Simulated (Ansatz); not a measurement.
Phonon calculation, with input and output: AlNH4F2

The run: phonon calculation of AlNH4F2. Method and program: RKS BLYP/def2-SVP (Ansatz 0.2.0).

It belongs to a series of runs on one base structure; here: vibrations at the highest image of the band. Figures and captions count atoms from 1; the log counts them from 0 in places.

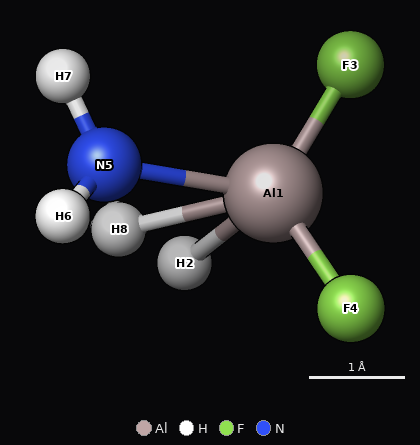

The input geometry (ball-and-stick view, seen at a tilt; atoms are numbered from 1 in the order of the input). Sticks mark near contacts.

### Input file
```yaml
crystal:
  periodic: [false, false, false]
  atoms:
    - { symbol: Al, position_ang: [0.063188, -0.3445, -0.000693] }
    - { symbol: H, position_ang: [-0.212134, 0.051056, 1.74244] }
    - { symbol: F, position_ang: [1.552388, 0.266006, -0.466472] }
    - { symbol: F, position_ang: [-1.324189, 0.020829, -0.866356] }
    - { symbol: "N", position_ang: [0.102317, -2.063287, 0.78524] }
    - { symbol: H, position_ang: [-0.674568, -2.730721, 0.685972] }
    - { symbol: H, position_ang: [0.980524, -2.583714, 0.915307] }
    - { symbol: H, position_ang: [-0.119526, -0.961769, 1.697263] }
basis:
  gaussian: { orbitals: def2-SVP }
hamiltonian:
  xc: blyp
phonons: {}
```

Command:
```bash
ansatz run input.yaml --threads 1 --pin off --max-ram 2048MiB --backend cpu --events-out ev --progress --plain --runs-dir out
```

### Log
```
Engine: ansatz 0.2.0, aarch64-unknown-linux-gnu
Functional definition: BLYP
  parameter beta = 0.0042
  parameter a = 0.04918
  parameter b = 0.132
  parameter c = 0.2533
  parameter d = 0.349
  exchange = b88_x(beta = beta)
  correlation = lyp_c(a = a, b = b, c = c, d = d)
893 factors; their error is unknown
mean field evaluation 1: about -13569.2192 eV, gradient 8.0e1 eV
mean field evaluation 2: about -13525.0714 eV, gradient 1.6e2 eV
mean field evaluation 4: about -13580.8613 eV, gradient 5.2e0 eV
mean field evaluation 8: about -13580.9483 eV, gradient 2.7e-1 eV
mean field evaluation 16: about -13580.8980 eV, gradient 4.2e-4 eV
mean field -13580.89802829 eV, -499.0887970765 hartree, gradient 3.3e-5 eV, S^2 0.000000; 0 other end points of the search recorded, 0 dependent functions left out
the calculation of the forces begins
reference -13580.89835615 eV, -499.0888091248 hartree; 21, 21 occupied and 59, 59 virtual orbitals, 893 factors
these checks for a lower state are left out or cut short: stability, starts, cluster_reference, orbital_swaps, neighbouring_geometries, increment
893 factors; their error is unknown
mean field -13580.89787770 eV, -499.0887915424 hartree, gradient 3.0e-6 eV, S^2 0.000000; 0 other end points of the search recorded, 0 dependent functions left out
[... from here on the field's lines of each further geometry are left out, up to the last ...]
the calculation of the forces begins
reference -13580.89832716 eV, -499.0888080595 hartree; 21, 21 occupied and 59, 59 virtual orbitals, 893 factors
these checks for a lower state are left out or cut short: stability, starts, cluster_reference, orbital_swaps, neighbouring_geometries, increment
893 factors; their error is unknown
mean field -13580.89800262 eV, -499.0887961329 hartree, gradient 2.0e-6 eV, S^2 0.000000; 0 other end points of the search recorded, 0 dependent functions left out
the calculation of the forces begins
reference -13580.89833048 eV, -499.0888081816 hartree; 21, 21 occupied and 59, 59 virtual orbitals, 893 factors
WARN: phonons: modes at or below zero, which the zero-point energy, F, S and C_V leave out: 1, the lowest at -1069.88 cm⁻¹. A minimum has none, and a first-order saddle one
Total energy: -13580.89835615 eV, -499.0888091248 hartree
Atom 0 at     0.063188    -0.344500    -0.000693 Å, force    -0.002291    -0.015440     0.008180 eV/Å
Atom 1 at    -0.212134     0.051056     1.742440 Å, force    -0.001848     0.002872     0.002057 eV/Å
Atom 2 at     1.552388     0.266006    -0.466472 Å, force    -0.000483     0.005812    -0.005498 eV/Å
Atom 3 at    -1.324189     0.020829    -0.866356 Å, force     0.003039     0.004290    -0.003188 eV/Å
Atom 4 at     0.102317    -2.063287     0.785240 Å, force     0.001877     0.005287    -0.000764 eV/Å
Atom 5 at    -0.674568    -2.730721     0.685972 Å, force    -0.000616     0.000732    -0.000895 eV/Å
Atom 6 at     0.980524    -2.583714     0.915307 Å, force    -0.001503    -0.001510     0.000791 eV/Å
Atom 7 at    -0.119526    -0.961769     1.697263 Å, force     0.001826    -0.002042    -0.000681 eV/Å
Dipole moment:     0.002605    -0.680366     0.403164 e Å
Vibrations: -1069.88 158.30 224.16 270.26 316.21 484.48 609.93 645.27 683.28 799.19 934.62 954.33 1414.07 1462.63 1766.24 1788.37 3400.16 3492.51 cm⁻¹, zero-point energy 1.202896 eV
```

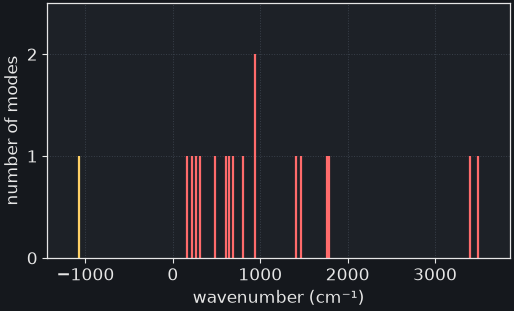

Harmonic vibrational wavenumbers from the force constants; neighbouring modes closer than 21 cm⁻¹ are counted in one stick, and imaginary ones are drawn at negative wavenumbers. 18 modes from 1070i to 3493 cm⁻¹, 1 imaginary beyond 8i (1070i cm⁻¹): a first-order saddle point, if the geometry is stationary.

### Results in brief

| quantity | value |
| --- | --- |
| outcome | converged |
| total energy | −13580.8984 eV |
| mean-field energy | −13580.8984 eV |
| largest force (length of the vector) | 0.018 eV/Å |
| hardware | 1 thread of Arm Neoverse V2, 24 GiB of memory available, shared host |
| wall time | 50 s |
| peak memory | 0.11 GiB |
